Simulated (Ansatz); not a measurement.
# C2H3AlN with multiplicity 2: shift of H6 from C3 to Al4, part 3 of 3

Wanted: the energy profile along the shift of H6 from C3 to Al4, from relaxed end points and a band of images. SMILES of the start: N=C=[CH][AlH].

Ansatz 0.2.0; UKS LDA/def2-SVP. Earlier steps stand in the parts before.

**11. Dynamics from the top**

It starts at the highest inner image of the first converged band: 200 steps of 0.5 fs at constant energy, with velocities drawn for 300 K.

input.yaml reads:

```yaml
crystal:
  periodic: [false, false, false]
  atoms:
    - { symbol: "N", position_ang: [-2.196448, -0.793039, 0.105123] }
    - { symbol: C, position_ang: [-1.064042, -0.34829, -0.083346] }
    - { symbol: C, position_ang: [0.108907, 0.208634, -0.181265] }
    - { symbol: Al, position_ang: [1.743182, 0.964708, 0.062169] }
    - { symbol: H, position_ang: [-2.574145, -1.613791, -0.382031] }
    - { symbol: H, position_ang: [1.011226, -0.038378, 1.189344] }
    - { symbol: H, position_ang: [2.971328, 1.620146, -0.709993] }
magnetization:
  spin_polarized: true
  initial_magnetization: 1
basis:
  gaussian: { orbitals: def2-SVP }
hamiltonian:
  xc: lda
md:
  timestep: 0.5
  n_steps: 200
  ensemble: nve
  temperature: 300.0
  initial_velocities: maxwell_boltzmann
  seed: 12754
```

Launch:

```sh
> ansatz run input.yaml --threads 2 --pin off --max-ram 3072MiB --backend cpu --events-out ev --progress --plain --runs-dir out
```

What it wrote, cut to the lines that bear on the results:

```text
Warning: RAYON_NUM_THREADS=2 ignored (pool sized by the plan → 2); use --threads N
[...]
Functional definition: SPW92
[...]
855 factors; their error is unknown
[...]
mean field -10140.13003840 eV, -372.6429056840 hartree, gradient 2.2e-5 eV, S^2 0.751597; 1 other end points of the search recorded, 0 dependent functions left out
[...]
reference -10140.13007328 eV, -372.6429069661 hartree; 18, 17 occupied and 57, 58 virtual orbitals, 855 factors
[...]
md step    96: t =    48.00 fs  T =  1002.7 K  F+E_penalty+E_count = -10140.58424954 eV  E_kin = 0.648032 eV  conserved = -10139.93621770 eV  (33 SCF iters)
md step    97: t =    48.50 fs  T =  1123.9 K  F+E_penalty+E_count = -10140.66383187 eV  E_kin = 0.726400 eV  conserved = -10139.93743217 eV  (32 SCF iters)
md step    98: t =    49.00 fs  T =  1225.3 K  F+E_penalty+E_count = -10140.73088203 eV  E_kin = 0.791890 eV  conserved = -10139.93899252 eV  (33 SCF iters)
```

**12. The output, continued: dynamics from the highest image of the converged band**

Output, continued, cut to the lines that bear on the results:

```text
md step    99: t =    49.50 fs  T =  1273.9 K  F+E_penalty+E_count = -10140.76381879 eV  E_kin = 0.823320 eV  conserved = -10139.94049881 eV  (33 SCF iters)
[...]
md step   124: t =    62.00 fs  T =  2055.4 K  F+E_penalty+E_count = -10141.26902645 eV  E_kin = 1.328387 eV  conserved = -10139.94063992 eV  (32 SCF iters)
[...]
Atom 3 at     1.371444     0.882779    -0.223262 Å, force     0.809048     0.476758    -0.232793 eV/Å
Atom 4 at    -1.847320    -1.123117    -1.193322 Å, force    -0.138021     0.208726     0.083404 eV/Å
Atom 5 at     0.131966    -0.622563     1.981052 Å, force     0.824404     0.478080    -0.105431 eV/Å
Atom 6 at     0.990346     1.218672    -1.839635 Å, force    -0.144392    -0.329537     0.761476 eV/Å
Dipole moment:    -0.098871    -0.363841    -0.040841 e Å
```

Run time: 2.8 min. Hardware: 2 threads of Arm Neoverse V1, shared host; peak memory 0.16 GiB.

**13. What the atoms did**

The trajectory, every 8 steps (energies from step 0):

```csv
time (fs),T (K),potential energy change (meV/atom),total energy change (meV/atom),H6–C3 (Å),H6–Al4 (Å)
0.0,300,0.0,0.00,1.66,1.68
4.0,194,9.9,0.06,1.68,1.75
8.0,169,12.1,0.04,1.65,1.73
12.0,103,18.2,0.05,1.58,1.64
16.0,83,20.1,0.07,1.52,1.60
20.0,271,2.7,0.09,1.46,1.70
24.0,972,-62.1,-0.03,1.26,1.83
28.0,1057,-69.5,0.39,1.02,2.05
32.0,1378,-99.6,-0.01,1.27,2.42
36.0,1546,-115.0,-0.01,1.26,2.53
40.0,1247,-86.8,0.57,0.99,2.40
44.0,1176,-80.8,0.00,1.24,2.52
48.0,1003,-64.9,-0.01,1.23,2.55
52.0,935,-58.1,0.59,0.98,2.51
56.0,1458,-106.9,0.05,1.26,2.78
60.0,1903,-148.2,-0.17,1.22,2.82
64.0,1735,-132.1,0.44,1.00,2.67
68.0,2027,-159.4,0.05,1.27,2.77
72.0,2321,-186.8,-0.16,1.22,2.62
76.0,2005,-157.1,0.31,0.99,2.31
80.0,1690,-128.1,0.17,1.25,2.36
84.0,2136,-170.1,-0.57,1.11,2.37
88.0,2417,-196.2,-0.78,1.06,2.56
92.0,1939,-151.1,0.23,1.29,2.89
96.0,2559,-209.3,-0.75,1.05,2.82
100.0,2599,-212.9,-0.62,1.12,2.94
```

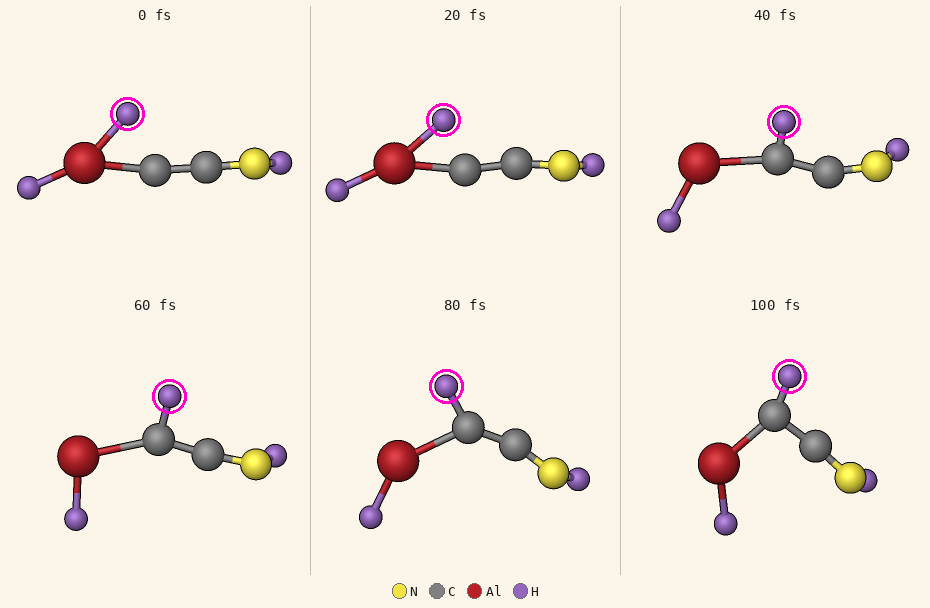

The system at six times, viewed from a chosen angle. Sticks join atoms within a bonding distance in each frame.

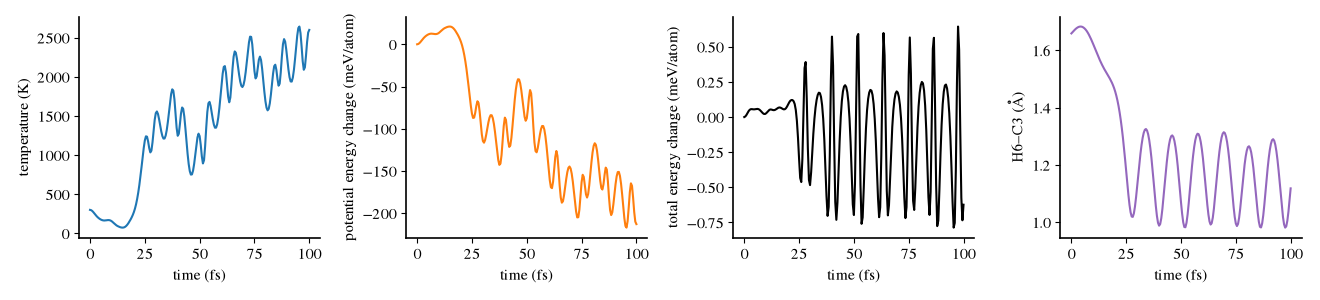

Traces against time; each panel has its own scale.

Bonds that form or break, judged by distance (formed within 1.15 times the sum of covalent radii and held on average over 12 fs, broken when stretched by half; pairs already stretched at the start don't count as bonds):

```
time (fs)    bond   event
     25.0   C3–H6   forms
     30.5  Al4–H6  breaks
```

The last frame stands with the bonds of end A.

**14. Dynamics from the top**

It starts at the highest inner image of the first converged band: 200 steps of 0.5 fs at constant energy, with velocities drawn for 100 K.

input.yaml, as its differences from that of step 11:

```diff
@@ -21,4 +21,4 @@
   ensemble: nve
-  temperature: 300.0
+  temperature: 100.0
   initial_velocities: maxwell_boltzmann
-  seed: 12754
+  seed: 12755
```

Launch:

```sh
> ansatz run input.yaml --threads 2 --pin off --max-ram 3072MiB --backend cpu --events-out ev --progress --plain --runs-dir out
```

What it wrote, cut to the lines that bear on the results:

```text
Warning: RAYON_NUM_THREADS=2 ignored (pool sized by the plan → 2); use --threads N
[...]
[... 1 set-up line as earlier in the session ...]
[...]
855 factors; their error is unknown
[...]
mean field -10140.13003840 eV, -372.6429056840 hartree, gradient 2.2e-5 eV, S^2 0.751597; 1 other end points of the search recorded, 0 dependent functions left out
[...]
reference -10140.13007328 eV, -372.6429069661 hartree; 18, 17 occupied and 57, 58 virtual orbitals, 855 factors
[...]
md step    96: t =    48.00 fs  T =  1289.8 K  F+E_penalty+E_count = -10140.90441866 eV  E_kin = 0.833617 eV  conserved = -10140.07080137 eV  (46 SCF iters)
md step    97: t =    48.50 fs  T =  1533.2 K  F+E_penalty+E_count = -10141.06372726 eV  E_kin = 0.990935 eV  conserved = -10140.07279192 eV  (33 SCF iters)
md step    98: t =    49.00 fs  T =  1658.0 K  F+E_penalty+E_count = -10141.14343318 eV  E_kin = 1.071555 eV  conserved = -10140.07187799 eV  (32 SCF iters)
```

**15. More of the same log: dynamics from the highest image of the converged band**

The log, continued, cut to the lines that bear on the results:

```text
md step    99: t =    49.50 fs  T =  1668.5 K  F+E_penalty+E_count = -10141.14816523 eV  E_kin = 1.078349 eV  conserved = -10140.06981649 eV  (32 SCF iters)
[...]
md step   124: t =    62.00 fs  T =  1802.2 K  F+E_penalty+E_count = -10141.23205277 eV  E_kin = 1.164751 eV  conserved = -10140.06730171 eV  (32 SCF iters)
[...]
Atom 3 at     1.326499     0.881345    -0.223887 Å, force     0.676083     0.882921    -0.586614 eV/Å
Atom 4 at    -1.901530    -0.800154    -1.337830 Å, force     0.152166     0.045873     0.238352 eV/Å
Atom 5 at     0.187815    -1.072862     1.868303 Å, force     1.344833     2.413405    -2.191758 eV/Å
Atom 6 at     0.219370     1.549039    -1.273833 Å, force     0.485164    -0.118974     0.210889 eV/Å
Dipole moment:     0.007394    -0.338037    -0.108707 e Å
```

It took 2.8 min on 2 threads of Arm Neoverse V1, shared host; peak memory 0.16 GiB.

**16. Frames and traces**

The trajectory, every 15 steps (energies from step 0):

```csv
time (fs),T (K),potential energy change (meV/atom),total energy change (meV/atom),H6–C3 (Å),H6–Al4 (Å)
0.0,100,0.0,0.00,1.66,1.68
7.5,73,2.5,0.01,1.62,1.68
15.0,270,-15.6,0.08,1.46,1.72
22.5,1108,-93.3,-0.27,1.04,2.08
30.0,882,-72.2,0.02,1.31,2.59
37.5,1678,-146.2,-0.47,1.20,2.41
45.0,1311,-112.8,-1.00,1.06,2.24
52.5,1270,-107.9,0.15,1.34,2.59
60.0,1792,-156.8,-0.61,1.04,2.75
67.5,2099,-184.8,-0.29,1.21,2.84
75.0,1749,-152.1,0.10,1.28,2.51
82.5,1796,-156.4,0.13,0.97,2.36
90.0,2549,-226.4,-0.35,1.21,2.77
97.5,1798,-156.7,0.10,1.27,3.05
100.0,1695,-147.2,0.12,1.28,3.08
```

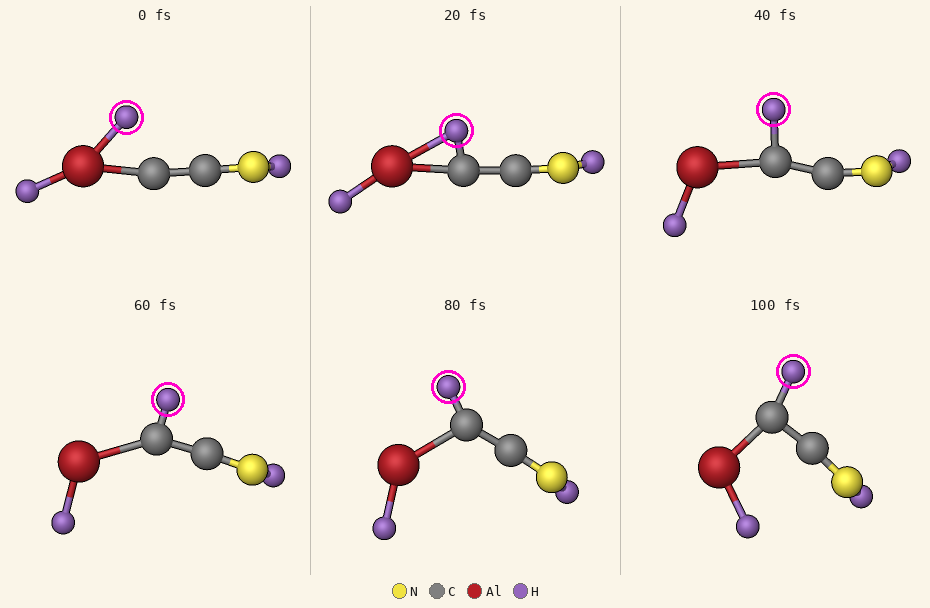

Six frames of the run, seen from a chosen angle. Sticks join atoms within a bonding distance in each frame.

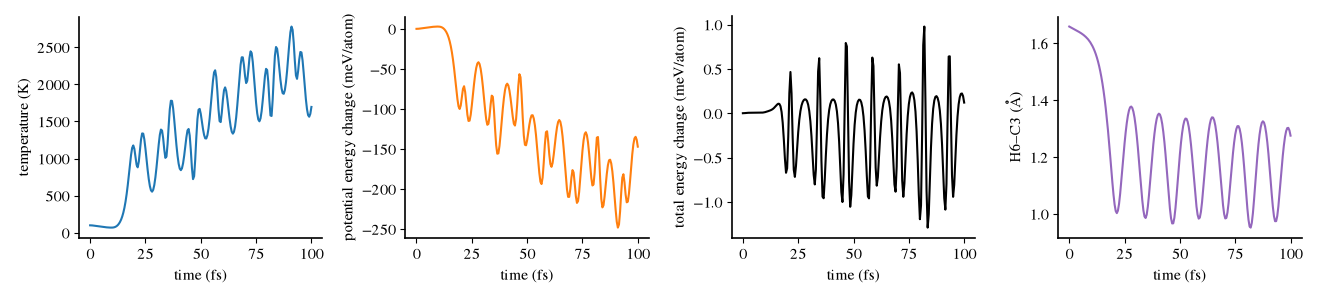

Traces against time; each panel has its own scale.

Bonds that form or break, judged by distance (formed within 1.15 times the sum of covalent radii and held on average over 12 fs, broken when stretched by half; pairs already stretched at the start don't count as bonds):

```csv
time (fs),bond,event
19.0,C3–H6,forms
24.5,Al4–H6,breaks
```

The last frame stands with the bonds of end A.

**17. Outcome**

This closing draws on all 3 parts.

| quantity | value |
| --- | --- |
| end A | 9 moves, 0.152 eV lower |
| end B | 10 moves, 1.154 eV lower |
| first band: barrier forwards | 1.85 eV |
| first band: barrier backwards | 1.07 eV |
| first band: second end relative to first | +0.783 eV |
| first band: highest image | 4 of 0 to 6, climbing |
| first band: band iterations | 46 |
| imaginary modes at the top | 1171i cm⁻¹ |
| second band | not converged, 60 iterations, 5 inner images |
| time, first and second band | 3.3 min and 3.9 min |
| trajectory at 300 K, after 100 fs | with the bonds of end A, at 2599 K |
| trajectory at 100 K, after 100 fs | with the bonds of end A, at 1695 K |

What this shows: In the first band: the barrier from the first end is 1.85 eV, 72 times kT at 300 K, which at an assumed attempt frequency of 10^13 s⁻¹ means a rate near 10^-18 s⁻¹. Going back costs 1.07 eV, since the second end is 0.78 eV above the first. By distance, end A alone has C3–H6 and end B alone has Al4–H6. One imaginary mode, as a first-order saddle point has. These are electronic energies, with no zero-point or thermal terms. Tunnelling, which matters where hydrogen moves, is missing too. Semilocal functionals tend to give barriers that are too low.
